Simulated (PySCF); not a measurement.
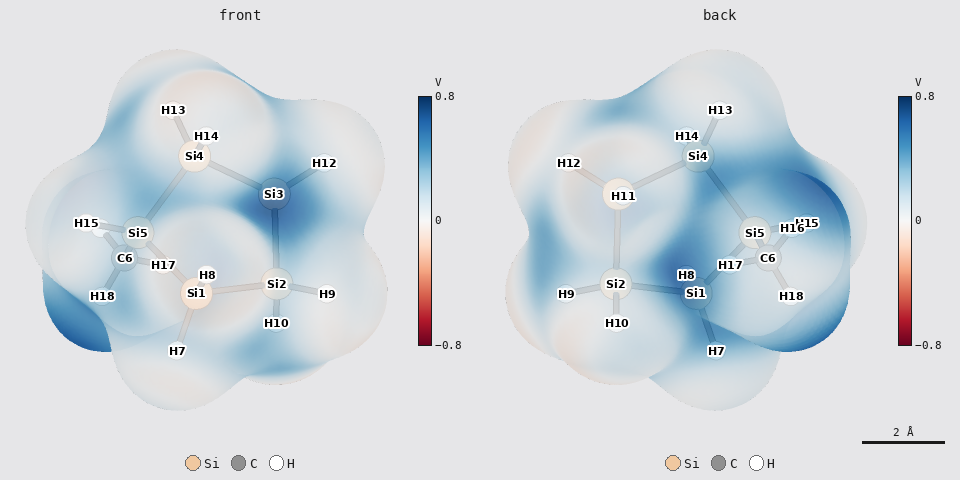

Figure 1: CH₁₂Si₅. The electrostatic potential painted on the density surface at 0.001 e/bohr³, seen from the front and from behind; red is negative and blue positive.

Geometry: PBE0-D3(BJ)/def2-SVP.

Computed with PBE0/pcSseg-1, SCF density, gas phase, non-relativistic (PySCF).

Input

```
{"job": {"kind": "nmr", "xc": "PBE0", "basis": "pcSseg-1"}, "charge": 0, "multiplicity": 1}
Si     0.496427    -1.793581     0.884563
Si     1.975605    -0.578082    -0.491912
Si     1.232941     1.666604    -0.361738
Si    -0.569527     1.622366     1.154956
Si    -1.467676    -0.508992     0.737067
C     -2.118660    -0.571398    -1.037219
H      0.337433    -3.213524     0.436784
H      1.008488    -1.781435     2.292348
H      3.404041    -0.709814    -0.066050
H      1.854927    -1.064703    -1.903845
H      0.733510     2.102089    -1.705826
H      2.328445     2.594385     0.060019
H     -1.524164     2.756581     0.947286
H     -0.033903     1.682900     2.552936
H     -2.517043    -0.923125     1.720891
H     -2.977091     0.105564    -1.165563
H     -1.333335    -0.263835    -1.745939
H     -2.438338    -1.590446    -1.303527
```

Command:

```sh
OMP_NUM_THREADS=1 python cluster_run.py task.json out
```

Q: Which sites attract a positive test charge, and which a negative one?

A: A positive charge is drawn to the negative regions and a negative charge to the positive ones. The most negative region (about −0.1 V) lies over the H atoms, the most positive (about +0.7 V, or +16 kcal/mol for a unit charge) over the H and Si atoms.

Q: How polar is the molecule by this calculation?

A: Its dipole moment is 0.86 D.
